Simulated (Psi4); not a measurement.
**Geometry relaxation of SiSe (part 2 of 2)**

SiSe; PBE/def2-SVP, RKS, dispersion D4 (Psi4 1.11). The geometry comes from this level: PBE0-D4/def2-TZVP.

Geometry of the input (Å):
```
Si 0.0000  0.0000  0.0314
Se -0.0000  -0.0000  2.0931
```

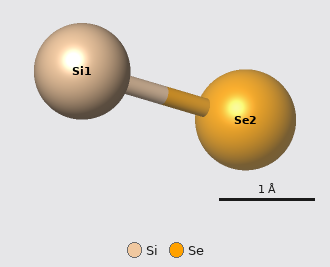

Figure 1. The geometry at step 1 of the log (ball-and-stick view, seen at an oblique angle; atoms are numbered from 1 in the order of the input).

### What the program printed, continued
```
  Charge       = 0
  Multiplicity = 1
  Electrons    = 48
  Nalpha       = 24
  Nbeta        = 24

  ==> Algorithm <==

  SCF Algorithm Type is DF.
  DIIS enabled.
  MOM disabled.
  Fractional occupation disabled.
  Guess Type is READ.
  Energy threshold   = 1.00e-08
  Density threshold  = 1.00e-08
  Integral threshold = 1.00e-12

   => Molecular Quadrature <=

    Radial Scheme          =       TREUTLER
    Pruning Scheme         =           NONE
    Nuclear Scheme         =       TREUTLER

    Blocking Scheme        =         OCTREE
    BS radius alpha        =              1
    Pruning alpha          =              1
    Radial Points          =             75
    Spherical Points       =            302
    Total Points           =          41236
    Total Blocks           =            380
    Max Points             =            255
    Max Functions          =             49
    Weights Tolerance      =       1.00E-15

   => Loading Basis Set <=

    Name: DEF2-SVP
    Role: ORBITAL
    Keyword: BASIS

  Reading orbitals from file scr/output.180.npy, no projection.

  ==> MemDFJK: Density-Fitted J/K Matrices <==

    J tasked:                   Yes
    K tasked:                    No
    wK tasked:                   No
    Memory [MiB]:              1095
    Algorithm:                 Core
    Schwarz Cutoff:           1E-12
    Mask sparsity (%):       0.9600
    Fitting Condition:        1E-10

   => Auxiliary Basis Set <=

  Basis Set: (DEF2-SVP AUX)
    Blend: DEF2-UNIVERSAL-JKFIT
    Number of shells: 98
    Number of basis functions: 394
    Number of Cartesian functions: 526
    Spherical Harmonics?: true
    Max angular momentum: 5

  Cached 100.0% of DFT collocation blocks in 0.048 [GiB].

  Minimum eigenvalue in the overlap matrix is 1.5992155152E-02.
  Reciprocal condition number of the overlap matrix is 4.8648143988E-03.
    Using symmetric orthogonalization.

  ==> Pre-Iterations <==

  SCF Guess: Orbitals guess was supplied from a previous computation.

   -------------------------------------------------------
    Irrep   Nso     Nmo     Nalpha   Nbeta   Ndocc  Nsocc
   -------------------------------------------------------
     A         50      50      24      24      24       0
   -------------------------------------------------------
    Total      50      50      24      24      24       0
   -------------------------------------------------------

  ==> Iterations <==

                           Total Energy        Delta E     RMS |[F,P]|

   @DF-RKS iter   0: -2690.16194420347938   -2.69016e+03   1.61943e-03
   @DF-RKS iter   1: -2690.17011977047787   -8.17557e-03   2.84430e-04 ADIIS/DIIS
   @DF-RKS iter   2: -2690.16826202104039    1.85775e-03   9.94543e-04 ADIIS/DIIS
   @DF-RKS iter   3: -2690.17026215687520   -2.00014e-03   1.45518e-04 ADIIS/DIIS
   @DF-RKS iter   4: -2690.17030323741665   -4.10805e-05   2.43920e-05 DIIS
   @DF-RKS iter   5: -2690.17030457912642   -1.34171e-06   1.59013e-06 DIIS
   @DF-RKS iter   6: -2690.17030458134104   -2.21462e-09   2.77255e-07 DIIS
   @DF-RKS iter   7: -2690.17030458150612   -1.65073e-10   5.66190e-08 DIIS
   @DF-RKS iter   8: -2690.17030458151430   -8.18545e-12   6.36904e-10 DIIS
  Energy and wave function converged.

  ==> Post-Iterations <==

   Electrons on quadrature grid:
      Ntotal   =   47.9999955140 ; deviation = -4.486e-06

    Final Occupation by Irrep:
              A
    DOCC [    24 ]
    NA   [    24 ]
    NB   [    24 ]

  @DF-RKS Final Energy: -2690.17030458151430

   => Energetics <=

    Nuclear Repulsion Energy =            120.5006879286783601
    One-Electron Energy =               -3984.4319086603472897
    Two-Electron Energy =                1281.2512088705207134
    DFT Exchange-Correlation Energy =    -107.4885156104077168
    Empirical Dispersion Energy =          -0.0017771099583510
    VV10 Nonlocal Energy =                  0.0000000000000000
    Total Energy =                      -2690.1703045815143014

Computation Completed

Properties will be evaluated at   0.000000,   0.000000,   0.000000 [a0]

Properties computed using the SCF density matrix

 Multipole Moments:

 ------------------------------------------------------------------------------------
     Multipole            Electronic (a.u.)      Nuclear  (a.u.)        Total (a.u.)
 ------------------------------------------------------------------------------------

 L = 1.  Multiply by 2.5417464519 to convert [e a0] to [Debye]
 Dipole X            :         -0.0000000            0.0000000           -0.0000000
 Dipole Y            :         -0.0000000            0.0000000           -0.0000000
 Dipole Z            :          5.7376648           -6.1367342           -0.3990695
 Magnitude           :                                                    0.3990695

 ------------------------------------------------------------------------------------

	total time  =          1 seconds =       0.02 minutes

         ------------------------------------------------------------
                                   SCF GRAD
         ------------------------------------------------------------

  ==> Geometry <==

    Molecular point group: c1
    Full point group: C_inf_v

    Geometry (in Angstrom), charge = 0, multiplicity = 1:

       Center              X                  Y                   Z               Mass
    ------------   -----------------  -----------------  -----------------  -----------------
         SI           0.000000000000     0.000000000000    -1.548317631924    27.976926534650
         SE           0.000000000000     0.000000000000     0.542030204331    79.916521800000

  Nuclear repulsion =  120.500687928678360

   => Molecular Quadrature <=

    Radial Scheme          =       TREUTLER
    Pruning Scheme         =           NONE
    Nuclear Scheme         =       TREUTLER

    Blocking Scheme        =         OCTREE
    BS radius alpha        =              1
    Pruning alpha          =              1
    Radial Points          =             75
    Spherical Points       =            302
    Total Points           =          41236
    Total Blocks           =            380
    Max Points             =            255
    Max Functions          =             49
    Weights Tolerance      =       1.00E-15

  -Total Gradient:
     Atom            X                  Y                   Z
    ------   -----------------  -----------------  -----------------
       1       -0.000000000000     0.000000000000     0.000947703440
       2       -0.000000000000     0.000000000000    -0.000913894990

	total time  =          1 seconds =       0.02 minutes

    			-----------------------------------------

    			 OPTKING 3.0: for geometry optimizations

    			        with contributions from

    			-----------------------------------------

	                            ===> Fragment 1 <==

	 Z (Atomic Numbers)          Masses                          Geom
	      14.000000            27.976927          0.00000000  0.00000000 -2.92589628
	      34.000000            79.916522          0.00000000  0.00000000  1.02428864

	 - Coordinate -           - BOHR/RAD -       - ANG/DEG -
	 R(1,2)           =         3.950185           2.090348

	        --- Internal Coordinate Step in ANG or DEG, aJ/ANG or AJ/DEG ---
	-------------------------------------------------------------------------------
	           Coordinate      Previous         Force          Change          New
	           ----------      --------        ------          ------        ------
	               R(1,2)       2.09035        0.00767        0.00184       2.09219
	-------------------------------------------------------------------------------

	                                 ==> Convergence Check <==

	Measures of convergence in internal coordinates in au.

	Criteria marked as inactive (o), active & met (*), and active & unmet ( ).

	----------------------------------------------------------------------------------------------
	   Step    Total Energy     Delta E     Max Force     RMS Force      Max Disp      RMS Disp
	----------------------------------------------------------------------------------------------
	  Convergence Criteria     1.00e-06 *    3.00e-04 *             o    1.20e-03 *             o
	----------------------------------------------------------------------------------------------
	     2   -2690.17030458   -4.37e-04      9.31e-04      9.31e-04 o    3.48e-03      3.48e-03 o  ~
	----------------------------------------------------------------------------------------------

Next Geometry in Ang
	Fragment 1 (Ang)

	   Si   0.0000000000   0.0000000000  -1.5492380625
	   Se   0.0000000000   0.0000000000   0.5429506349

    Structure for next step:
    Molecular point group: c1
    Full point group: C_inf_v

    Geometry (in Angstrom), charge = 0, multiplicity = 1:

    SI
    SE            1          R2

    R2        =    2.0921886973

gradient() will perform analytic gradient computation.

  ==> Geometry <==

    Molecular point group: c1
    Full point group: C_inf_v

    Geometry (in Angstrom), charge = 0, multiplicity = 1:

       Center              X                  Y                   Z               Mass
    ------------   -----------------  -----------------  -----------------  -----------------
         SI           0.000000000000     0.000000000000    -1.549681155060    27.976926534650
         SE           0.000000000000     0.000000000000     0.542507542255    79.916521800000

  Running in c1 symmetry.

  Rotational constants: A = ************  B =      0.18585  C =      0.18585 [cm^-1]
  Rotational constants: A = ************  B =   5571.52384  C =   5571.52384 [MHz]
  Nuclear repulsion =  120.394662585730572

  Charge       = 0
  Multiplicity = 1
  Electrons    = 48
  Nalpha       = 24
  Nbeta        = 24

   => Auxiliary Basis Set <=

  Basis Set: (DEF2-SVP AUX)
    Blend: DEF2-UNIVERSAL-JKFIT
    Number of shells: 98
    Number of basis functions: 394
    Number of Cartesian functions: 526
    Spherical Harmonics?: true
    Max angular momentum: 5

  Cached 100.0% of DFT collocation blocks in 0.048 [GiB].

  Minimum eigenvalue in the overlap matrix is 1.6048111012E-02.
  Reciprocal condition number of the overlap matrix is 4.8840964464E-03.
    Using symmetric orthogonalization.

  ==> Iterations <==

                           Total Energy        Delta E     RMS |[F,P]|

   @DF-RKS iter   0: -2690.16975882493762   -2.69017e+03   1.01199e-04
   @DF-RKS iter   1: -2690.17030560735657   -5.46782e-04   1.79734e-05 DIIS
   @DF-RKS iter   2: -2690.17029873609408    6.87126e-06   6.05170e-05 DIIS
   @DF-RKS iter   3: -2690.17030618257377   -7.44648e-06   9.00475e-06 DIIS
   @DF-RKS iter   4: -2690.17030633938430   -1.56811e-07   1.47377e-06 DIIS
   @DF-RKS iter   5: -2690.17030634422918   -4.84488e-09   1.19354e-07 DIIS
   @DF-RKS iter   6: -2690.17030634425555   -2.63753e-11   1.03196e-08 DIIS
   @DF-RKS iter   7: -2690.17030634425646   -9.09495e-13   1.23184e-09 DIIS
  Energy and wave function converged.

  ==> Post-Iterations <==

   Electrons on quadrature grid:
      Ntotal   =   47.9999954917 ; deviation = -4.508e-06

    Orbital Energies [Eh]
    ---------------------

    Doubly Occupied:

       1A   -452.033161     2A    -65.441341     3A    -57.378712
       4A    -51.541929     5A    -51.541929     6A    -51.541459
       7A     -7.536837     8A     -5.526317     9A     -5.526317
      10A     -5.526086    11A     -5.095424    12A     -3.511816
      13A     -3.511816    14A     -3.505923    15A     -1.965657
      16A     -1.964883    17A     -1.964883    18A     -1.964767
      19A     -1.964749    20A     -0.629423    21A     -0.397345
      22A     -0.247607    23A     -0.247607    24A     -0.245861

    Virtual:

      25A     -0.116009    26A     -0.116009    27A      0.024143
      28A      0.116939    29A      0.273404    30A      0.291408
      31A      0.291408    32A      0.297249    33A      0.363994
      34A      0.363995    35A      0.380701    36A      0.380701
      37A      0.477190    38A      0.477191    39A      0.497088
      40A      0.497088    41A      0.502473    42A      0.678957
      43A      0.689666    44A      0.689666    45A      0.992858
      46A      2.957804    47A      2.957856    48A      3.027750
      49A      3.027750    50A      3.194175

    Final Occupation by Irrep:
              A
    DOCC [    24 ]
    NA   [    24 ]
    NB   [    24 ]

  @DF-RKS Final Energy: -2690.17030634425646

   => Energetics <=

    Nuclear Repulsion Energy =            120.3946625857305719
    One-Electron Energy =               -3984.2203925804315077
    Two-Electron Energy =                1281.1450477352295820
    DFT Exchange-Correlation Energy =    -107.4878470470751353
    Empirical Dispersion Energy =          -0.0017770377099432
    VV10 Nonlocal Energy =                  0.0000000000000000
    Total Energy =                      -2690.1703063442564599

Computation Completed

Properties will be evaluated at   0.000000,   0.000000,   0.000000 [a0]

Properties computed using the SCF density matrix

 Multipole Moments:

 ------------------------------------------------------------------------------------
     Multipole            Electronic (a.u.)      Nuclear  (a.u.)        Total (a.u.)
 ------------------------------------------------------------------------------------

 L = 1.  Multiply by 2.5417464519 to convert [e a0] to [Debye]
 Dipole X            :          0.0000000            0.0000000            0.0000000
 Dipole Y            :          0.0000000            0.0000000            0.0000000
 Dipole Z            :          5.7407479           -6.1421385           -0.4013906
 Magnitude           :                                                    0.4013906

 ------------------------------------------------------------------------------------

	total time  =          1 seconds =       0.02 minutes

         ------------------------------------------------------------
                                   SCF GRAD
         ------------------------------------------------------------

  ==> Geometry <==

    Molecular point group: c1
    Full point group: C_inf_v

    Geometry (in Angstrom), charge = 0, multiplicity = 1:

       Center              X                  Y                   Z               Mass
    ------------   -----------------  -----------------  -----------------  -----------------
         SI           0.000000000000     0.000000000000    -1.549681155060    27.976926534650
         SE           0.000000000000     0.000000000000     0.542507542255    79.916521800000

  Nuclear repulsion =  120.394662585730572

   => Molecular Quadrature <=

    Radial Scheme          =       TREUTLER
    Pruning Scheme         =           NONE
    Nuclear Scheme         =       TREUTLER

    Blocking Scheme        =         OCTREE
    BS radius alpha        =              1
    Pruning alpha          =              1
    Radial Points          =             75
    Spherical Points       =            302
    Total Points           =          41236
    Total Blocks           =            380
    Max Points             =            255
    Max Functions          =             49
    Weights Tolerance      =       1.00E-15

  -Total Gradient:
     Atom            X                  Y                   Z
    ------   -----------------  -----------------  -----------------
       1       -0.000000000000    -0.000000000000     0.000075143444
       2       -0.000000000001    -0.000000000000    -0.000043304966

	total time  =          0 seconds =       0.00 minutes

    			-----------------------------------------

    			 OPTKING 3.0: for geometry optimizations

    			        with contributions from

    			-----------------------------------------

	                            ===> Fragment 1 <==

	 Z (Atomic Numbers)          Masses                          Geom
	      14.000000            27.976927          0.00000000  0.00000000 -2.92847296
	      34.000000            79.916522          0.00000000  0.00000000  1.02519068

	 - Coordinate -           - BOHR/RAD -       - ANG/DEG -
	 R(1,2)           =         3.953664           2.092189

	        --- Internal Coordinate Step in ANG or DEG, aJ/ANG or AJ/DEG ---
	-------------------------------------------------------------------------------
	           Coordinate      Previous         Force          Change          New
	           ----------      --------        ------          ------        ------
	               R(1,2)       2.09219        0.00049        0.00012       2.09231
	-------------------------------------------------------------------------------

	                                 ==> Convergence Check <==

	Measures of convergence in internal coordinates in au.

	Criteria marked as inactive (o), active & met (*), and active & unmet ( ).

	----------------------------------------------------------------------------------------------
	   Step    Total Energy     Delta E     Max Force     RMS Force      Max Disp      RMS Disp
	----------------------------------------------------------------------------------------------
	  Convergence Criteria     1.00e-06 *    3.00e-04 *             o    1.20e-03 *             o
	----------------------------------------------------------------------------------------------
	     3   -2690.17030634   -1.76e-06      5.92e-05 *    5.92e-05 o    2.22e-04 *    2.22e-04 o  ~
	----------------------------------------------------------------------------------------------

Next Geometry in Ang
	Fragment 1 (Ang)

	   Si   0.0000000000   0.0000000000  -1.5497399457
	   Se   0.0000000000   0.0000000000   0.5425663329

    Final optimized geometry and variables:
    Molecular point group: c1
    Full point group: C_inf_v

    Geometry (in Angstrom), charge = 0, multiplicity = 1:

    SI
    SE            1          R2

    R2        =    2.0921886973

    Psi4 run time: 0:00:07.88

[set-up sections that repeat, and orbital energies of the middle runs, are left out above]
```

### Standard output
```
Optimizer: Optimization complete!
```

### Trajectory as extended XYZ (Å, eV, eV/Å), 3 frames, from step=0 to step=2
```
2
Properties=species:S:1:pos:R:3:forces:R:3 step=0 energy=-73203.25134
Si    0.0000    0.0000    0.0314    0.0000   0.0000  -0.7954
Se    0.0000    0.0000    2.0931    0.0000   0.0000   0.7926
2
Properties=species:S:1:pos:R:3:forces:R:3 step=1 energy=-73203.26323
Si    0.0000    0.0000    0.0102    0.0000   0.0000  -0.0487
Se    0.0000    0.0000    2.1005    0.0000   0.0000   0.0470
2
Properties=species:S:1:pos:R:3:forces:R:3 step=2 energy=-73203.26327
Si    0.0000    0.0000    0.0088    0.0000   0.0000  -0.0039
Se    0.0000    0.0000    2.1010    0.0000   0.0000   0.0022
```

### Summary

```tsv
quantity	value
outcome	converged
total energy	−2690.170306 hartree
dispersion energy	−0.001777 hartree
HOMO	−6.69 eV
LUMO	−3.16 eV
dipole moment	1.02 D
hardware	1 thread of Intel Xeon @ 2.50GHz (Skylake/Cascade Lake), 16 GiB of memory available, shared host
wall time	9.3 s
peak memory	0.3 GiB
```
